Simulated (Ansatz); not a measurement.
## Electronic structure of C₃H₉Ga (SMILES [CH3][Ga]([CH3])[CH3]) in real space

Input file:

```
crystal:
  periodic: [false, false, false]
  atoms:
    - symbol: C
      position_ang: [-1.463687, -1.158482, -0.196551]
    - symbol: C
      position_ang: [1.135154, -0.828645, 2.016977]
    - symbol: C
      position_ang: [1.537504, 0.126705, -1.246186]
    - symbol: Ga
      position_ang: [0.400090, -0.618824, 0.191613]
    - symbol: H
      position_ang: [-2.042109, -1.387281, 0.706094]
    - symbol: H
      position_ang: [-1.991820, -0.379687, -0.762885]
    - symbol: H
      position_ang: [-1.461685, -2.057908, -0.829939]
    - symbol: H
      position_ang: [2.228641, -0.756392, 2.049629]
    - symbol: H
      position_ang: [0.731146, -0.036440, 2.664907]
    - symbol: H
      position_ang: [0.832250, -1.784276, 2.464711]
    - symbol: H
      position_ang: [2.342644, -0.582312, -1.488339]
    - symbol: H
      position_ang: [0.984588, 0.336053, -2.169238]
    - symbol: H
      position_ang: [2.027835, 1.052779, -0.916362]
basis:
  gaussian:
    orbitals: def2-TZVPD
hamiltonian:
  xc: pbe0
magnetization:
  spin_polarized: false
output:
  forces: true
  orbitals: {seedname: orbitals}
```

Launched as:

```sh
ansatz run input.yaml --threads 2 --pin off --max-ram 4350MiB --events-out events.jsonl --progress --plain --runs-dir runs
```

Geometry: PBE0-D3(BJ)/pcseg-1.

Computed with isolated molecule in a Gaussian basis; Kohn-Sham density functional theory, functional PBE0 in Ansatz 0.2.0.

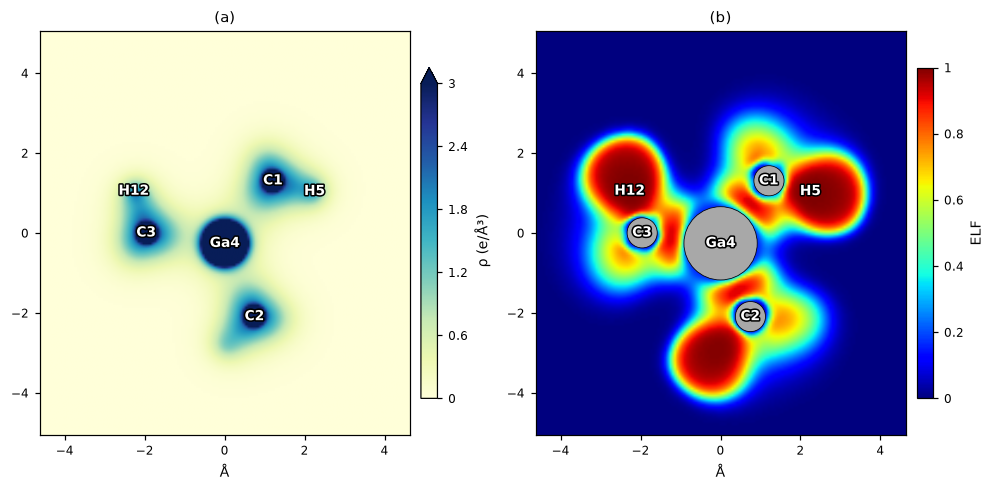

Figure 1. (a) total electron density; (b) ELF on the plane of atoms C1, Ga4 and C3. Grey discs cover the atomic cores in the ELF map.

Question: Describe what can be read from this map.

Answer: The section cuts through C, Ga and H sites.
C–Ga (1.98 Å): the density is about 0.77 e/Å³ at the midpoint; the ELF peaks at about 0.90 in the valence shell of C, 0.7 Å from its nucleus, and is about 0.55 at the midpoint.
C–H (1.10 Å): the density is about 1.9 e/Å³ at the midpoint; the ELF climbs to about 1 towards the hydrogen, as it does in any bond to H (an ordinary covalent bond to hydrogen).

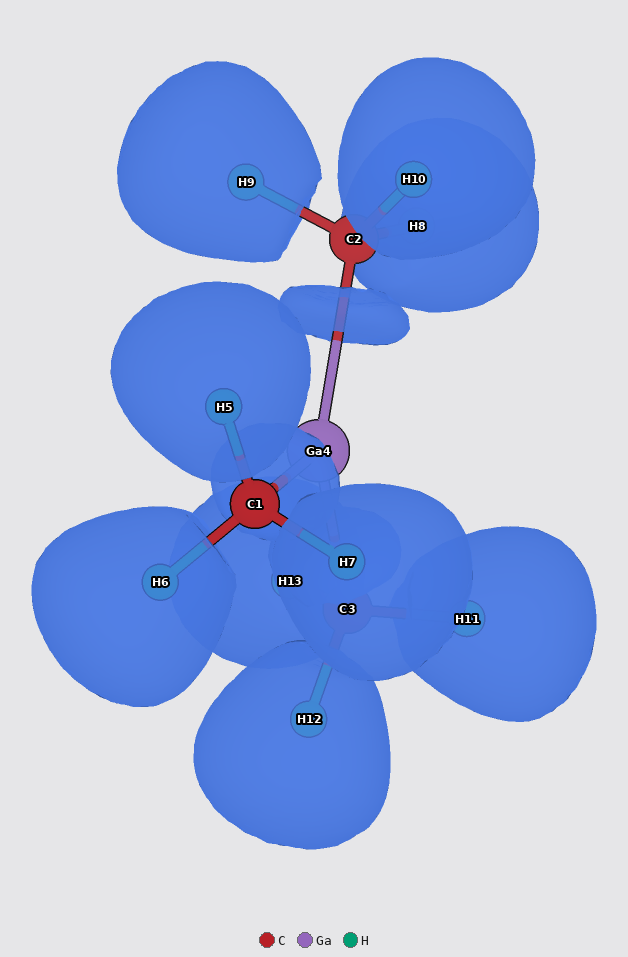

Figure 2. Isosurface of the ELF at 0.8 (blue), seen at an oblique angle. Core shells and regions of very low density are left out.

Question: Describe the localisation domains.

Answer: The surface consists of nine regions around hydrogen nuclei and three lobes of the valence shell of C pointing towards Ga (polar bonds).

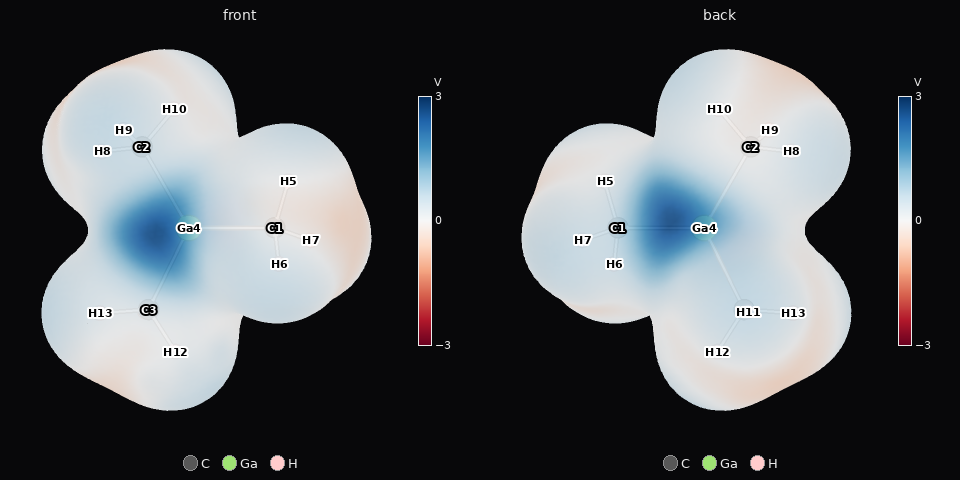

Figure 3. The electrostatic potential painted on the density surface at 0.002 e/bohr³, seen from the front and from behind; red is negative and blue positive.

Question: Which sites attract a positive test charge, and which a negative one?

Answer: A positive charge is drawn to the negative regions and a negative charge to the positive ones. The most negative region (about −0.5 V, or −12 kcal/mol for a unit charge) lies over C1, C2 and C3, the most positive (about +2.5 V, or +58 kcal/mol for a unit charge) over Ga4.

Question: What dipole moment does the calculation give?

Answer: Its dipole moment is zero.
